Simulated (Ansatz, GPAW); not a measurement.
**RbS3Br (R3m): refractive index against wavelength**

The refractive index of RbS3Br (R3m) along x below the direct gap (1.64 eV on the mesh) is read from one computed spectrum, n = √(Re ε). x, y and z are the Cartesian axes of the input cell.

Cell: a, b, c = 5.625, 5.625, 5.625 Å (primitive vectors), 5 atoms.

Method: GPAW 26.7.0, PBE, RPA, k-mesh 6×6×6, local fields up to 50 eV, Lorentzian half width 0.1 eV.

Launch of the response step: `OMP_NUM_THREADS=1 python df.py`. The run took 4.7 min, its band step included, on 1 thread of Arm Neoverse V2 (shared host).

| wavelength (nm) | photon energy E (eV) | n |
| --- | --- | --- |
| 3000 | 0.413 | 2.0626 |
| 2000 | 0.620 | 2.0750 |
| 1550 | 0.800 | 2.0907 |
| 1310 | 0.946 | 2.1076 |
| 1064 | 1.165 | ? |

In the single-oscillator model n² − 1 = E₀E_d/(E₀² − E²), so 1/(n² − 1) = E₀/E_d − E²/(E₀E_d) is linear in E².

Working, on the rows shown:

| x = E² (eV²) | y = 1/(n² − 1) |
| --- | --- |
| 0.170801 | 0.307284 |
| 0.384302 | 0.302515 |
| 0.639837 | 0.296646 |
| 0.895757 | 0.290531 |

Means: x̄ = 0.52267, ȳ = 0.29924. Σ(x − x̄)(y − ȳ) = -0.006837, Σ(x − x̄)² = 0.2959. Slope = -0.006837 / 0.2959 = -0.02311; intercept = ȳ − slope · x̄ = 0.31132. Turned back into n, the line misses the rows shown by at most 0.0003.

Predict the last column of the withheld row from the fit.

At x = 1.3578 the line gives y = 0.27995, that is 2.1383. The run gave 2.1416, so the extrapolation is off by 0.0033, 4 % of the range in the table.

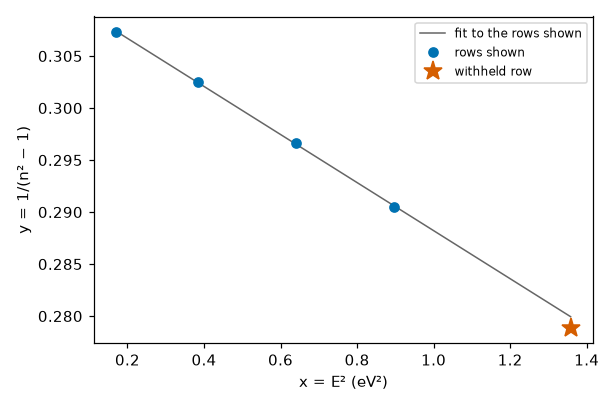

Refitted with all rows, the slope is -0.02398 and the intercept 0.3117. These give E₀ = √(intercept/−slope) = 3.61 eV and E_d = E₀/intercept = 11.6 eV; E₀ is 2.2 times the direct gap. The electronic limit at long wavelengths, without lattice vibrations, is n = √(1 + 1/intercept) = 2.051. The structure is a model and need not exist. Excitons are left out; PBE gaps are as a rule too small. The values come from a sum over the points of one k-mesh and carry its error, which grows as the direct gap shrinks. Spin-orbit coupling is left out.
